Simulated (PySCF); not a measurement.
**[Pr(OH)4]−: forces at shaken geometries**

Aim: move all atoms of relaxed [Pr(OH)4]− at random and read energies and forces. The species was built from a template and needn't be a known compound.

Computed with PySCF 2.14.0. Level: TPSS, Pr lcecp-1-SVP with ECP48, O def2-SVP, H def2-SVP; scalar-relativistic core potentials, no spin–orbit coupling.

2 further runs of the same task are left out: 2 for a known fault of the program. Runs told in other sessions of the task aren't counted.

**1. The system as given**

9 atoms, charge -1, spin multiplicity 1.

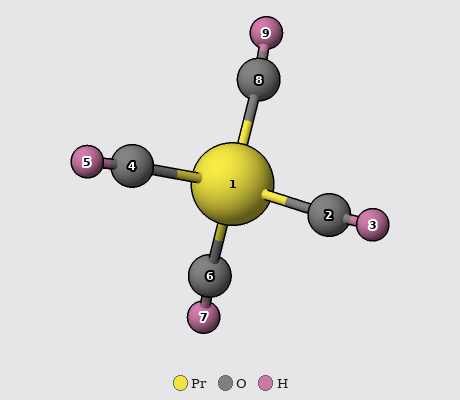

The geometry (praseodymium yellow, oxygen grey, hydrogen pink); atoms are numbered from 1 in the order of the file.

Geometry (Å):

```
Pr    0.0000    0.0000    0.0000
O     1.4102    1.1301    1.2812
H     1.9848    1.6790    1.8297
O    -1.4102   -1.1301    1.2812
H    -1.9848   -1.6790    1.8297
O     1.1300   -1.4101   -1.2811
H     1.6789   -1.9848   -1.8297
O    -1.1300    1.4101   -1.2811
H    -1.6789    1.9848   -1.8297
```

Formal oxidation states: Pr +3. Each metal's 2 4f electrons lie in its core potential, so multiplicities, spins and levels count the valence alone. An earlier session relaxed this geometry at TPSS, Pr lcecp-1-SVP with ECP48, O def2-SVP, H def2-SVP (singlet, point group D2).

Its energy there is -336.228733 Eh.

**2. Atoms moved at random, σ = 0.1 Å**

run.py (the lines that set the calculation) reads:

```python
mol = gto.M(atom='''
Pr    -0.10795     0.04581    -0.09313
O      1.39384     1.04013     1.44438
H      1.87716     1.92166     1.75654
O     -1.44614    -1.07285     1.21313
H     -2.04012    -1.72231     1.67671
O      1.21164    -1.43765    -1.16282
H      1.67591    -2.12896    -1.80278
O     -1.01136     1.40105    -1.22851
H     -1.55298     1.95312    -1.80352''',
    basis={'Pr': 'lcecp-1-SVP', 'O': 'def2-SVP', 'H': 'def2-SVP'},
    ecp={'Pr': 'lcecp-1-SVP'},
    charge=-1, spin=0)
mf = dft.RKS(mol, xc='TPSS')
mf.grids.atom_grid = (50, 194)  # f atoms: unpruned, at least (60, 302)
mf = mf.density_fit()  # fitting sets: Pr AutoAux, O def2-universal-JKFIT, H def2-universal-JKFIT
mf.conv_tol = 1e-08; mf.max_cycle = 55
mf.kernel(dm0)  # dm0: the density of the relaxed state
```

Command:

```bash
$ OMP_NUM_THREADS=2 python run.py
```

What it wrote:

```text
init E= -336.143583679648
  HOMO = -0.0732480893683478  LUMO = 0.0880229055900301  gap/eV = 4.38841
cycle= 1 E= -336.167498935896  delta_E= -0.0239  |g|= 0.308  |ddm|= 0.913
  HOMO = 0.0880192901956104  LUMO = 0.120775009492746  gap/eV = 0.89133
cycle= 2 E= -335.999411565978  delta_E= 0.168  |g|= 0.928  |ddm|= 1.02
  HOMO = -0.00070923529876063  LUMO = 0.121239644096747  gap/eV = 3.31840
cycle= 3 E= -336.190201537163  delta_E= -0.191  |g|= 0.0728  |ddm|= 0.746
  HOMO = 0.00179139368621974  LUMO = 0.121093235884739  gap/eV = 3.24637
cycle= 4 E= -336.190480517816  delta_E= -0.000279  |g|= 0.0688  |ddm|= 0.111
  HOMO = -0.000812399536644526  LUMO = 0.121197908780037  gap/eV = 3.32007
cycle= 5 E= -336.191428098054  delta_E= -0.000948  |g|= 0.00906  |ddm|= 0.0522
  HOMO = -0.000233803786775517  LUMO = 0.121274449771743  gap/eV = 3.30641
cycle= 6 E= -336.191443189886  delta_E= -1.51e-05  |g|= 0.00371  |ddm|= 0.0105
  HOMO = -0.00041265047733622  LUMO = 0.121272594471289  gap/eV = 3.31122
cycle= 7 E= -336.191445690068  delta_E= -2.5e-06  |g|= 0.00159  |ddm|= 0.00346
  HOMO = -0.000500566022183631  LUMO = 0.121264540475561  gap/eV = 3.31340
cycle= 8 E= -336.191446201191  delta_E= -5.11e-07  |g|= 0.0003  |ddm|= 0.00132
  HOMO = -0.00053092667719902  LUMO = 0.121269434400933  gap/eV = 3.31436
cycle= 9 E= -336.191446222595  delta_E= -2.14e-08  |g|= 0.000137  |ddm|= 0.000378
  HOMO = -0.000534435358839278  LUMO = 0.121270558064122  gap/eV = 3.31448
cycle= 10 E= -336.191446226156  delta_E= -3.56e-09  |g|= 3.65e-05  |ddm|= 0.000117
  HOMO = -0.00053547844974821  LUMO = 0.121268575146736  gap/eV = 3.31446
Extra cycle  E= -336.191446225353  delta_E= 8.03e-10  |g|= 7.39e-05  |ddm|= 8.97e-05
converged SCF energy = -336.191446225353
```

It took 8.9 s on 2 threads of Arm Neoverse V1, shared host.

Result: E = -336.191446 Eh (+1.015 eV from the relaxed state), HOMO -0.01 eV, LUMO 3.30 eV, Mulliken charge on Pr1 +0.69 e, largest force component 4.112 eV/Å. 

```csv
atom,Fx,Fy,Fz (eV/Å)
Pr1,4.112,-3.084,3.682
O2,0.757,2.235,0.270
H3,-1.477,-2.529,-1.002
O4,-1.410,-1.130,0.766
H5,0.784,0.872,-0.577
O6,1.092,-1.875,-2.034
H7,-1.406,2.099,1.923
O8,-2.333,3.154,-2.868
H9,-0.119,0.259,-0.161
```

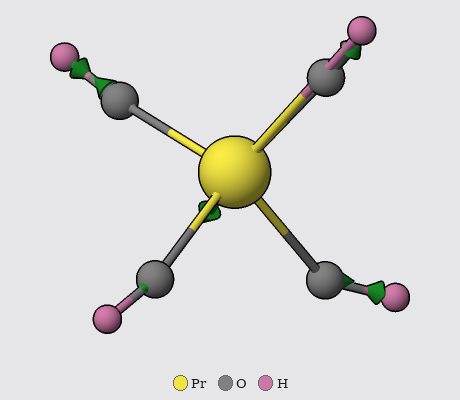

Forces as arrows, the longest for the largest force.

**3. Atoms moved at random, σ = 0.1 Å**

run.py (the lines that set the calculation) reads:

```python
mol = gto.M(atom='''
Pr    -0.03021     0.05523     0.00724
O      1.26959     1.21075     1.27581
H      2.00228     1.61086     1.88812
O     -1.37957    -1.04832     1.16438
H     -1.92903    -1.86307     1.85779
O      1.16595    -1.48311    -1.21209
H      1.57851    -1.95372    -1.99321
O     -1.01506     1.41944    -1.28739
H     -1.66246     2.05195    -1.70066''',
    basis={'Pr': 'lcecp-1-SVP', 'O': 'def2-SVP', 'H': 'def2-SVP'},
    ecp={'Pr': 'lcecp-1-SVP'},
    charge=-1, spin=0)
mf = dft.RKS(mol, xc='TPSS')
mf.grids.atom_grid = (50, 194)  # f atoms: unpruned, at least (60, 302)
mf = mf.density_fit()  # fitting sets: Pr AutoAux, O def2-universal-JKFIT, H def2-universal-JKFIT
mf.conv_tol = 1e-08; mf.max_cycle = 55
mf.kernel(dm0)  # dm0: the density of the relaxed state
```

Command:

```bash
$ OMP_NUM_THREADS=2 python run.py
```

What it wrote:

```text
init E= -336.112101361941
  HOMO = -0.0784364984026957  LUMO = 0.0715270318490795  gap/eV = 4.08072
cycle= 1 E= -336.165476643699  delta_E= -0.0534  |g|= 0.271  |ddm|= 0.791
  HOMO = 0.0300570354487202  LUMO = 0.127470603486746  gap/eV = 2.65076
cycle= 2 E= -336.110767026434  delta_E= 0.0547  |g|= 0.58  |ddm|= 0.618
  HOMO = -0.019368301754541  LUMO = 0.122588112387387  gap/eV = 3.86283
cycle= 3 E= -336.17999777652  delta_E= -0.0692  |g|= 0.0958  |ddm|= 0.453
  HOMO = -0.0152246724720617  LUMO = 0.122382796871122  gap/eV = 3.74449
cycle= 4 E= -336.181588205587  delta_E= -0.00159  |g|= 0.0359  |ddm|= 0.0915
  HOMO = -0.0146004281173485  LUMO = 0.122063090492567  gap/eV = 3.71880
cycle= 5 E= -336.181849322613  delta_E= -0.000261  |g|= 0.00979  |ddm|= 0.0319
  HOMO = -0.0155703298383462  LUMO = 0.122028123281247  gap/eV = 3.74424
cycle= 6 E= -336.181869048281  delta_E= -1.97e-05  |g|= 0.00242  |ddm|= 0.01
  HOMO = -0.0152709559577986  LUMO = 0.122035228678801  gap/eV = 3.73629
cycle= 7 E= -336.181869961126  delta_E= -9.13e-07  |g|= 0.00162  |ddm|= 0.00311
  HOMO = -0.0153738612042687  LUMO = 0.122049918834492  gap/eV = 3.73949
cycle= 8 E= -336.181870505299  delta_E= -5.44e-07  |g|= 0.000266  |ddm|= 0.00138
  HOMO = -0.0153736200195003  LUMO = 0.122042908396278  gap/eV = 3.73929
cycle= 9 E= -336.181870521755  delta_E= -1.65e-08  |g|= 5.43e-05  |ddm|= 0.000293
  HOMO = -0.0153766479356323  LUMO = 0.122043016874201  gap/eV = 3.73938
cycle= 10 E= -336.181870521994  delta_E= -2.39e-10  |g|= 4.63e-05  |ddm|= 7.12e-05
  HOMO = -0.0153686379627855  LUMO = 0.122043001903158  gap/eV = 3.73916
Extra cycle  E= -336.181870519658  delta_E= 2.34e-09  |g|= 0.000116  |ddm|= 0.000114
converged SCF energy = -336.181870519658
```

Wall time 8.9 s (2 threads of Arm Neoverse V1, shared host).

Read off: E = -336.181871 Eh (+1.275 eV from the relaxed state), HOMO -0.42 eV, LUMO 3.32 eV, Mulliken charge on Pr1 +0.70 e, largest force component 4.765 eV/Å. 

```csv
atom,Fx,Fy,Fz (eV/Å)
Pr1,1.933,-1.017,-1.222
O2,2.629,1.594,2.296
H3,-1.959,-1.036,-1.612
O4,-3.891,-4.765,4.341
H5,2.467,3.720,-3.146
O6,0.336,-0.293,-0.838
H7,-0.634,0.732,1.165
O8,-1.735,1.860,-1.467
H9,0.854,-0.796,0.483
```

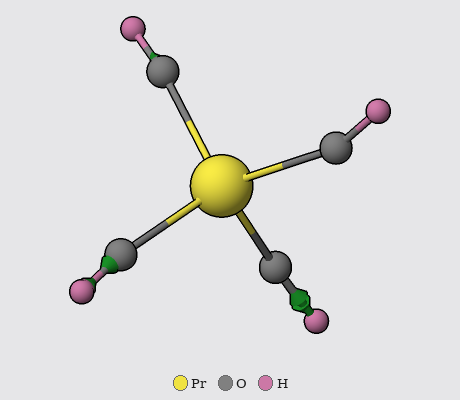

Forces as arrows, the longest for the largest force.

**4. Atoms moved at random, σ = 0.03 Å**

run.py (the lines that set the calculation) reads:

```python
mol = gto.M(atom='''
Pr    -0.01942     0.01293     0.01209
O      1.41026     1.13925     1.27175
H      1.96821     1.61642     1.81538
O     -1.37451    -1.09823     1.24586
H     -1.98660    -1.64725     1.86537
O      1.07013    -1.39331    -1.26441
H      1.70063    -2.03161    -1.86636
O     -1.10708     1.42823    -1.29125
H     -1.66162     1.97357    -1.78843''',
    basis={'Pr': 'lcecp-1-SVP', 'O': 'def2-SVP', 'H': 'def2-SVP'},
    ecp={'Pr': 'lcecp-1-SVP'},
    charge=-1, spin=0)
mf = dft.RKS(mol, xc='TPSS')
mf.grids.atom_grid = (50, 194)  # f atoms: unpruned, at least (60, 302)
mf = mf.density_fit()  # fitting sets: Pr AutoAux, O def2-universal-JKFIT, H def2-universal-JKFIT
mf.conv_tol = 1e-08; mf.max_cycle = 55
mf.kernel(dm0)  # dm0: the density of the relaxed state
```

Command:

```bash
$ OMP_NUM_THREADS=2 python run.py
```

What it wrote:

```text
init E= -336.206558276388
  HOMO = -0.0249988713830081  LUMO = 0.119816327129101  gap/eV = 3.94062
cycle= 1 E= -336.205659616634  delta_E= 0.000899  |g|= 0.123  |ddm|= 0.279
  HOMO = -0.00254556271752398  LUMO = 0.127017039815648  gap/eV = 3.52558
cycle= 2 E= -336.19488138678  delta_E= 0.0108  |g|= 0.258  |ddm|= 0.283
  HOMO = -0.0262680505405366  LUMO = 0.126450760280587  gap/eV = 4.15569
cycle= 3 E= -336.208987921071  delta_E= -0.0141  |g|= 0.0454  |ddm|= 0.201
  HOMO = -0.0246856867030584  LUMO = 0.126532287910564  gap/eV = 4.11485
cycle= 4 E= -336.209374579549  delta_E= -0.000387  |g|= 0.00921  |ddm|= 0.0394
  HOMO = -0.0254852943343518  LUMO = 0.126459330627998  gap/eV = 4.13462
cycle= 5 E= -336.209390123428  delta_E= -1.55e-05  |g|= 0.00316  |ddm|= 0.00846
  HOMO = -0.025396112336699  LUMO = 0.126432397429287  gap/eV = 4.13146
cycle= 6 E= -336.209392223745  delta_E= -2.1e-06  |g|= 0.000687  |ddm|= 0.00325
  HOMO = -0.0253587001285024  LUMO = 0.126447361811849  gap/eV = 4.13085
cycle= 7 E= -336.209392322367  delta_E= -9.86e-08  |g|= 0.000291  |ddm|= 0.000825
  HOMO = -0.0253759186867223  LUMO = 0.126445995025577  gap/eV = 4.13128
cycle= 8 E= -336.209392337483  delta_E= -1.51e-08  |g|= 9.08e-05  |ddm|= 0.000264
  HOMO = -0.0253744499519372  LUMO = 0.126445900868919  gap/eV = 4.13124
cycle= 9 E= -336.209392339311  delta_E= -1.83e-09  |g|= 1.04e-05  |ddm|= 7.64e-05
  HOMO = -0.0253741231453928  LUMO = 0.12644605200882  gap/eV = 4.13124
Extra cycle  E= -336.209392339273  delta_E= 3.8e-11  |g|= 1.68e-05  |ddm|= 2.96e-05
converged SCF energy = -336.209392339273
```

Run time: 8.3 s. Hardware: 2 threads of Arm Neoverse V1, shared host.

Result: E = -336.209392 Eh (+0.526 eV from the relaxed state), HOMO -0.69 eV, LUMO 3.44 eV, Mulliken charge on Pr1 +0.72 e, largest force component 2.608 eV/Å. 

```csv
atom,Fx,Fy,Fz (eV/Å)
Pr1,0.613,0.659,-0.489
O2,-1.902,-1.625,-1.800
H3,1.973,1.680,1.910
O4,-2.280,-1.928,2.242
H5,1.530,1.370,-1.560
O6,2.512,-2.608,-2.423
H7,-2.305,2.327,2.197
O8,1.373,-1.384,1.309
H9,-1.515,1.508,-1.386
```

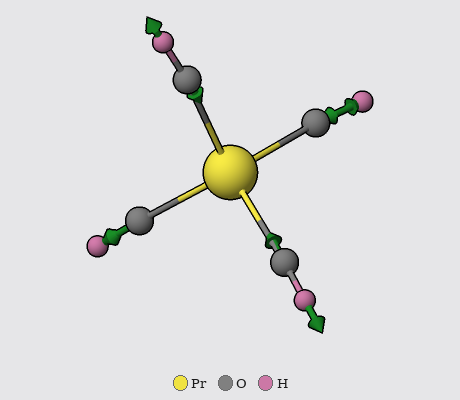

Forces as arrows, the longest for the largest force.

**5. Results**

| σ (Å) | energy rise (eV) | harmonic estimate −½ F·u (eV) | largest force component (eV/Å) |
| --- | --- | --- | --- |
| 0.1 | 1.015 | 1.184 | 4.11 |
| 0.1 | 1.275 | 1.182 | 4.77 |
| 0.03 | 0.526 | 0.495 | 2.61 |

Every displacement raises the energy. For a harmonic well the rise equals −½ F·u; the two differ by at most 17 % here (a move with σ = 0.1 Å), from anharmonicity, the grid and the small forces left at the relaxed point. The largest moves cost over 1 eV, far outside the harmonic range, so agreement there can come from errors that cancel between squeezed and stretched bonds. The bases are small and lack diffuse functions. Spin–orbit coupling is left out. The core potential fixes the 4f count, so no charge can pass from the ligands into that shell.
